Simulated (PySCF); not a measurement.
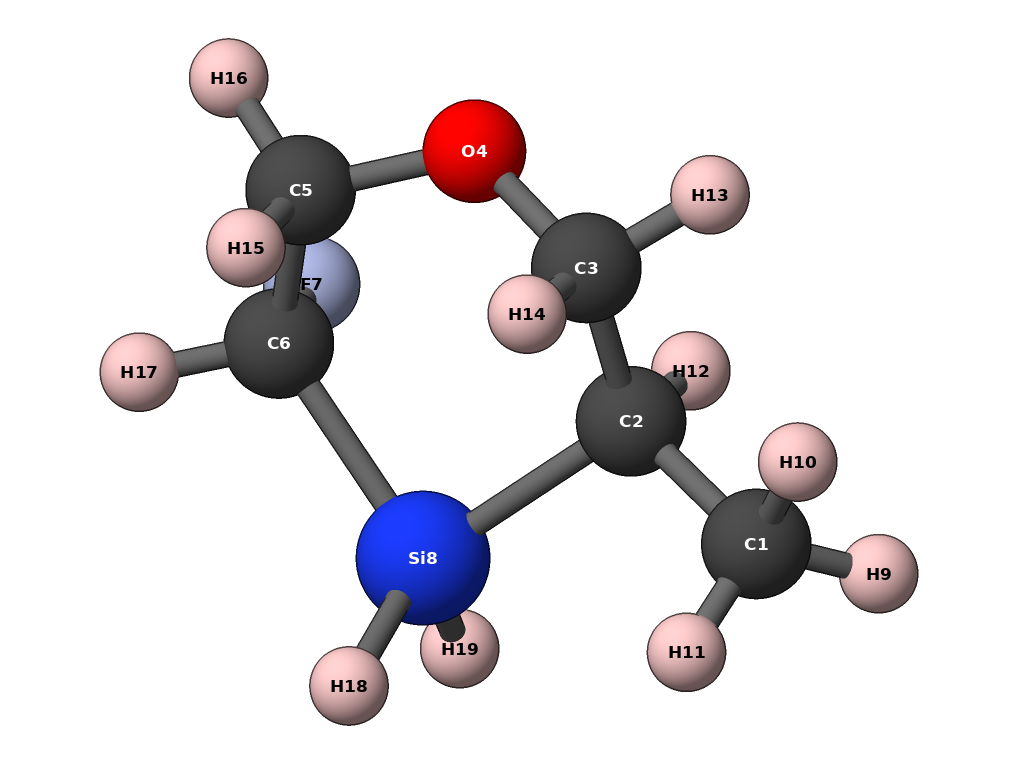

Geometry: a frame of a GFN2-xTB molecular-dynamics simulation, not a minimum. Method: GIAO PBE0/pcSseg-1 NMR shielding, non-relativistic, gas phase (PySCF 2.14.0). Principal shieldings σ11 ≤ σ22 ≤ σ33, span Ω = σ33 − σ11, skew κ = 3(σiso − σ22)/Ω.

Give the shielding tensors of the O atoms.

| atom | σ11 | σ22 | σ33 | σiso | Ω | κ |
| --- | --- | --- | --- | --- | --- | --- |
| O4 | 229.5 | 300.4 | 339.5 | 289.8 | 110.0 | −0.29 |

Shieldings and span in ppm.
